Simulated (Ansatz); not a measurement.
ClFGeH2Si (SMILES F[SiH+][GeH][Cl]) (charge +1, doublet)

```yaml
atoms:
  - { symbol: Cl, position_ang: [3.8034, 0.5420, 1.6602] }
  - { symbol: F, position_ang: [-1.2288, 0.0026, 1.8913] }
  - { symbol: Ge, position_ang: [2.0449, -0.4691, 2.2046] }
  - { symbol: Si, position_ang: [0.1578, 0.7102, 1.5446] }
  - { symbol: H, position_ang: [0.1250, 1.5909, 0.3554] }
  - { symbol: H, position_ang: [2.1781, -1.4005, 3.4068] }
```

Geometry: r2SCAN-D4/def2-SVP.

All numbers below come from isolated molecule in a Gaussian basis; Kohn-Sham density functional theory, functional PBE0 in Ansatz 0.2.0.

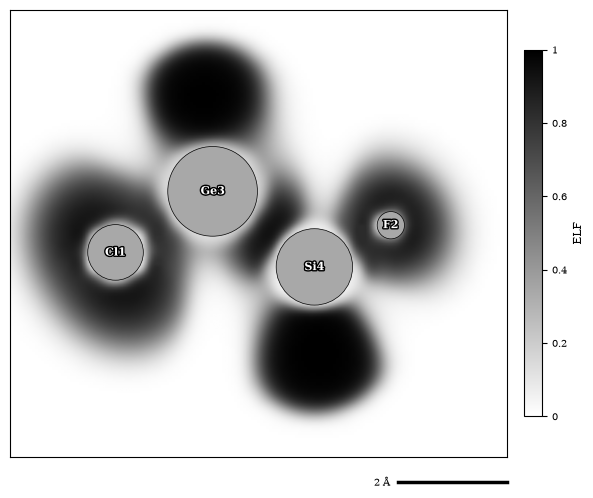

Figure 1. Electron localisation function on the plane of atoms Cl1, Ge3 and Si4. Grey discs cover the atomic cores.

### Read the bonding off the picture.

- The section cuts through Cl, F, Ge and Si sites.
- Si–F (1.59 Å): the ELF peaks at about 0.85 in the valence shell of F, 0.6 Å from its nucleus, and is about 0.55 at the midpoint.
- Ge–Cl (2.10 Å): the ELF peaks at about 0.80 in the valence shell of Cl, 0.9 Å from its nucleus, and is about 0.70 at the midpoint.
- Si–Ge (2.32 Å): the ELF peaks at about 0.95 between the atoms; localised, covalent bonding.
- The ELF also peaks beside Cl1 and F2, away from the bonds: non-bonding electrons, paired or unpaired.

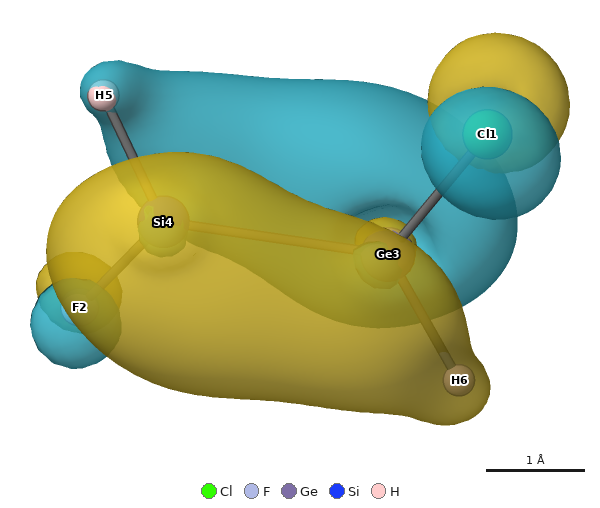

Figure 2. The LUMO (β) at ±0.1 Å⁻³ᐟ² (yellow and cyan are the two phases), seen at a tilt.

### Where does this orbital lie, and at what energy?

It lies mainly on Ge3 (about 45 %), Si4 (about 35 %) and Cl1 (about 10 %); π-bonding across Ge3–Si4. Its energy is −9.51 eV.

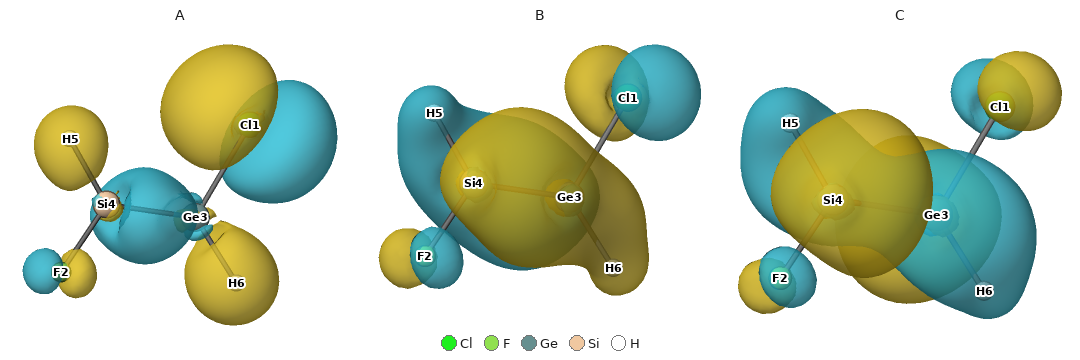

Figure 3. Three frontier orbitals at ±0.08 Å⁻³ᐟ² (yellow and cyan are the two phases), in no order.

### Order the three orbitals by energy and name them. All are α orbitals.

A is the HOMO−1 (α) (−14.42 eV). It lies mainly on Cl1 (about 70 %), Ge3 (about 10 %) and Si4 (about 10 %); largely a lone pair of Cl1. B is the HOMO (α) (−12.33 eV). Its weight (Hirshfeld) is mainly on Si4 (about 40 %), Ge3 (about 35 %) and Cl1 (about 10 %). C is the LUMO (α) (−8.28 eV). By Hirshfeld shares it lies mainly on Ge3 (about 45 %), Si4 (about 40 %) and Cl1 (about 5 %).

### What is the gap between the highest occupied and lowest empty α orbitals?

4.05 eV between the orbital energies.
